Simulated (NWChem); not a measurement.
Run report: InH₃Cl (charge −1), energy and gradient calculation (part 1 of 2)

- system: InH₃Cl, charge −1
- method: HF/def2-SVP, RHF, core potentials def2-SVP (NWChem 7.3.0)

The geometry comes from this level: GFN2-xTB.

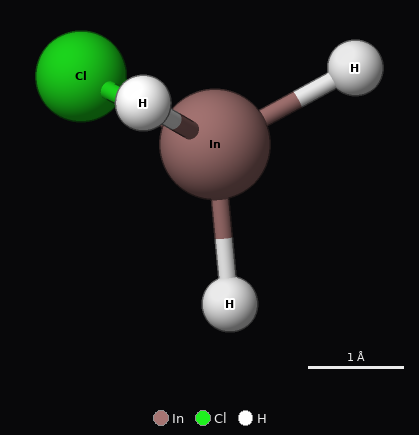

Fig. 1: The input geometry (ball-and-stick view, seen at an oblique angle). Sticks mark near contacts.

## The input
```
start clh3in
title "ClH3In"
memory stack 880 mb heap 220 mb global 1100 mb
charge -1

geometry units angstroms noautosym nocenter noautoz
   In      -0.002150       0.000620      -0.175700
   Cl       0.012800      -0.020350       2.163640
   H        1.620790       0.013380      -0.670930
   H       -0.818090       1.410990      -0.645940
   H       -0.813350      -1.404640      -0.671060
end

basis spherical bse
   * library def2-SVP
end

ecp bse
   In library def2-SVP
end

scf
   thresh 1e-08
   maxiter 80
end

task scf gradient
```

Command:
```bash
nwchem clh3in.nw > clh3in.out
```

## What the program printed
```
Northwest Computational Chemistry Package (NWChem) 7.3.0
             --------------------------------------------------------

           Job information
           ---------------

    nwchem branch   = 7.3.0
    use scalapack   = T
    input           = clh3in.nw
    prefix          = clh3in.
    data base       = ./clh3in.db
    status          = startup
    nproc           =        1

           Memory information
           ------------------

    heap     =     28835840 doubles =      220.0 Mbytes
    stack    =    115343357 doubles =      880.0 Mbytes
    global   =    144179200 doubles =     1100.0 Mbytes (distinct from heap & stack)
    total    =    288358397 doubles =     2200.0 Mbytes
    verify   = yes
    hardfail = no

           Directory information
           ---------------------

  0 permanent = .
  0 scratch   = .

                                NWChem Input Module
                                -------------------

                                      ClH3In
                                      ------

 Scaling coordinates for geometry "geometry" by  1.889725989
 (inverse scale =  0.529177249)

                             Geometry "geometry" -> ""
                             -------------------------

 Output coordinates in angstroms (scale by  1.889725989 to convert to a.u.)

  No.       Tag          Charge          X              Y              Z
 ---- ---------------- ---------- -------------- -------------- --------------
    1 In                  49.0000    -0.00215000     0.00062000    -0.17570000
    2 Cl                  17.0000     0.01280000    -0.02035000     2.16364000
    3 H                    1.0000     1.62079000     0.01338000    -0.67093000
    4 H                    1.0000    -0.81809000     1.41099000    -0.64594000
    5 H                    1.0000    -0.81335000    -1.40464000    -0.67106000

      Atomic Mass
      -----------

      In               114.904100
      Cl                34.968850
      H                  1.007825

 Effective nuclear repulsion energy (a.u.)     243.1163258471

            Nuclear Dipole moment (a.u.)
            ----------------------------
        X                 Y               Z
 ---------------- ---------------- ----------------
     0.1919961604    -0.5590565365    49.4818136069

            XYZ format geometry
            -------------------
     5
 geometry
 In                   -0.00215000     0.00062000    -0.17570000
 Cl                    0.01280000    -0.02035000     2.16364000
 H                     1.62079000     0.01338000    -0.67093000
 H                    -0.81809000     1.41099000    -0.64594000
 H                    -0.81335000    -1.40464000    -0.67106000

 ==============================================================================
                                internuclear distances
 ------------------------------------------------------------------------------
       center one      |      center two      | atomic units |  angstroms
 ------------------------------------------------------------------------------
    2 Cl               |   1 In               |     4.42098  |     2.33948
    3 H                |   1 In               |     3.20661  |     1.69686
    4 H                |   1 In               |     3.20476  |     1.69589
    5 H                |   1 In               |     3.20596  |     1.69652
 ------------------------------------------------------------------------------
                         number of included internuclear distances:          4
 ==============================================================================

 ==============================================================================
                                 internuclear angles
 ------------------------------------------------------------------------------
        center 1       |       center 2       |       center 3       |  degrees
 ------------------------------------------------------------------------------
    2 Cl               |   1 In               |   3 H                |   106.61
    2 Cl               |   1 In               |   4 H                |   106.73
    2 Cl               |   1 In               |   5 H                |   106.71
    3 H                |   1 In               |   4 H                |   111.90
    3 H                |   1 In               |   5 H                |   112.23
    4 H                |   1 In               |   5 H                |   112.20
 ------------------------------------------------------------------------------
                            number of included internuclear angles:          6
 ==============================================================================

 Summary of "ao basis" -> "" (spherical)
 ------------------------------------------------------------------------------
       Tag                 Description            Shells   Functions and Types
 ---------------- ------------------------------  ------  ---------------------
 *                          def2-SVP                  on all atoms

                 ECP       "ecp basis" -> "" (cartesian)
                -----
  [basis functions not shown]

                      Basis "ao basis" -> "ao basis" (spherical)
                      -----
  [basis functions not shown]

 Summary of "ao basis" -> "ao basis" (spherical)
 ------------------------------------------------------------------------------
       Tag                 Description            Shells   Functions and Types
 ---------------- ------------------------------  ------  ---------------------
 In                         def2-SVP                10       26   4s4p2d
 Cl                         def2-SVP                 8       18   4s3p1d
 H                          def2-SVP                 3        5   2s1p

                                 NWChem SCF Module
                                 -----------------

                                      ClH3In

  ao basis        = "ao basis"
  functions       =    59
  atoms           =     5
  closed shells   =    21
  open shells     =     0
  charge          =  -1.00
  wavefunction    = RHF
  input vectors   = atomic
  output vectors  = ./clh3in.movecs
  use symmetry    = F
  symmetry adapt  = F

 Summary of "ao basis" -> "ao basis" (spherical)
 ------------------------------------------------------------------------------
       Tag                 Description            Shells   Functions and Types
 ---------------- ------------------------------  ------  ---------------------
 In                         def2-SVP                10       26   4s4p2d
 Cl                         def2-SVP                 8       18   4s3p1d
 H                          def2-SVP                 3        5   2s1p

 Forming initial guess at       0.0s

      Superposition of Atomic Density Guess
      -------------------------------------

 Sum of atomic energies:        -678.87165812

 Renormalizing density from      41.00 to     42

      Non-variational initial energy
      ------------------------------

 Total energy =    -657.989673
 1-e energy   =   -1217.914061
 2-e energy   =     450.679218
 HOMO         =      -0.047734
 LUMO         =       0.270698

 Starting SCF solution at       0.2s

 ----------------------------------------------
         Quadratically convergent ROHF

 Convergence threshold     :          1.000E-08
 Maximum no. of iterations :           80
 Final Fock-matrix accuracy:          1.000E-10
 ----------------------------------------------

              iter       energy          gnorm     gmax       time
             ----- ------------------- --------- --------- --------
                 1     -650.2426771484  1.50D+00  3.34D-01      0.5
                 2     -650.3516400742  1.94D-01  7.02D-02      0.9
                 3     -650.3542358150  6.82D-03  2.24D-03      1.6
                 4     -650.3542407210  1.40D-05  5.41D-06      2.7
                 5     -650.3542407211  5.96D-10  4.19D-10      4.5

       Final RHF  results
       ------------------

         Total SCF energy =   -650.354240721054
      One-electron energy =  -1199.168274311358
      Two-electron energy =    439.568863454615
 Nuclear repulsion energy =    109.245170135689

        Time for solution =      4.3s

             Final eigenvalues
             -----------------

              1
    1 -104.5429
    2  -10.3062
    3   -7.7807
    4   -7.7790
    5   -7.7790
    6   -5.1648
    7   -3.4231
    8   -3.4195
    9   -3.4195
   10   -0.8626
   11   -0.8131
   12   -0.8130
   13   -0.8034
   14   -0.8033
   15   -0.7885
   16   -0.3851
   17   -0.2524
   18   -0.2523
   19   -0.2452
   20   -0.1910
   21   -0.1907
   22    0.2732
   23    0.3141
   24    0.3145
   25    0.4081
   26    0.4456
   27    0.5063
   28    0.5066
   29    0.5385
   30    0.6831
   31    0.6833

                       ROHF Final Molecular Orbital Analysis
                       -------------------------------------

 Vector   10  Occ=2.000000D+00  E=-8.626227D-01
              MO Center=  7.0D-03, -1.2D-02,  1.3D+00, r^2= 1.8D+00
   Bfn.  Coefficient  Atom+Function         Bfn.  Coefficient  Atom+Function
  ----- ------------  ---------------      ----- ------------  ---------------
    19      0.558332  1 In d  0              29      0.538619  2 Cl s
    28     -0.414207  2 Cl s                 30      0.341227  2 Cl s

 Vector   11  Occ=2.000000D+00  E=-8.130776D-01
              MO Center= -3.9D-03,  1.5D-02, -1.8D-01, r^2= 5.0D-01
   Bfn.  Coefficient  Atom+Function         Bfn.  Coefficient  Atom+Function
  ----- ------------  ---------------      ----- ------------  ---------------
    18      0.514628  1 In d -1              17      0.499437  1 In d -2
    20      0.465100  1 In d  1              21      0.437503  1 In d  2

 Vector   12  Occ=2.000000D+00  E=-8.130296D-01
              MO Center= -5.6D-04, -1.4D-02, -1.9D-01, r^2= 5.0D-01
   Bfn.  Coefficient  Atom+Function         Bfn.  Coefficient  Atom+Function
  ----- ------------  ---------------      ----- ------------  ---------------
    20      0.528467  1 In d  1              21      0.484789  1 In d  2
    18     -0.471623  1 In d -1              17     -0.430801  1 In d -2
```
